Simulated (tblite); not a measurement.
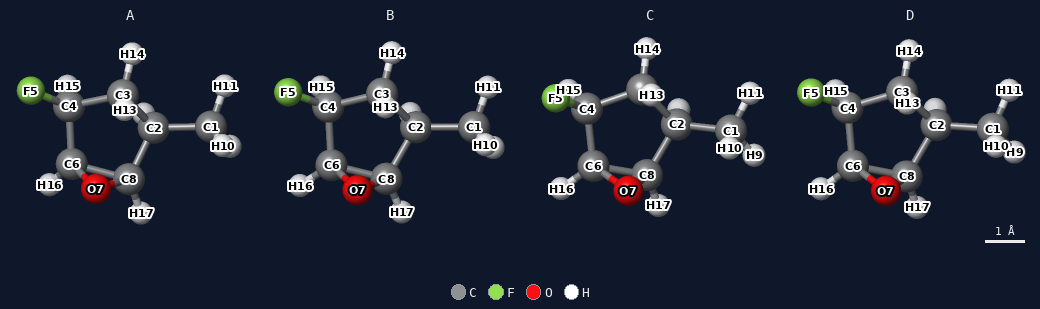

4 geometries from one relaxation of C₆H₉FO, in shuffled order. Style: ball-and-stick. Shown at a tilt.

The calculation used GFN2-xTB geometry optimisation, gas phase in tblite. 

Q: Put them in the order of the run, from the start to the converged end.

A: A, B, D, C. They are steps 0, 9, 20, 56, at +19.4 kcal/mol, +5.33 kcal/mol, +1.41 kcal/mol relative to the last. The largest move after the best rigid fit is that of an H atom, 0.55 Å. By element the largest moves are H 0.55 Å, F 0.40 Å, C 0.38 Å, O 0.37 Å. Near-neighbour distances that change, for instance: C–C 1.533 → 1.464 Å, C–H 1.122 → 1.091 Å, C–C 1.509 → 1.539 Å, C–C 1.492 → 1.522 Å. Among the angles between lasting bonds that change: C–C–H 112.6° → 124.2°, C–C–C 100.8° → 109.8°, C–C–O 122.3° → 114.5°. Groups turn about C–C by about 25°, C–C by about 25°. After 56 geometry steps the energy has fallen by 19.4 kcal/mol. The run took 0.29 s on 1 thread of Intel(R) Xeon(R) Platinum 8559C, on a shared host.
